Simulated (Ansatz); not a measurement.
The starting structures come from a database of crystals and need not be the phases stable at ambient conditions.

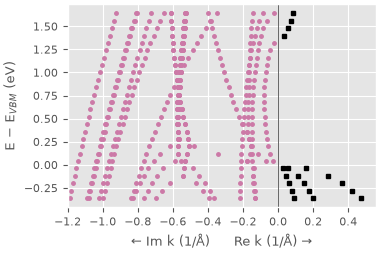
Fig. 1. Complex bands at the centre of the two-dimensional zone; r2SCAN in Ansatz (an electronic-structure program)

The gap is the functional's own. No spin-orbit coupling. Mid-gap values are those at the computed energy nearest the middle.

Task: This is AlGaAs$_{2}$ (R3m, 4 atoms a cell, 22.8 Å³ an atom) along the normal of (110). Read off the slowest decay at the centre of the two-dimensional zone at 0.68 eV, the computed energy nearest the middle of the gap.

Result: κ ≈ 0.08 1/Å, a decay length 1/(2κ) of the density of 6.3 Å.
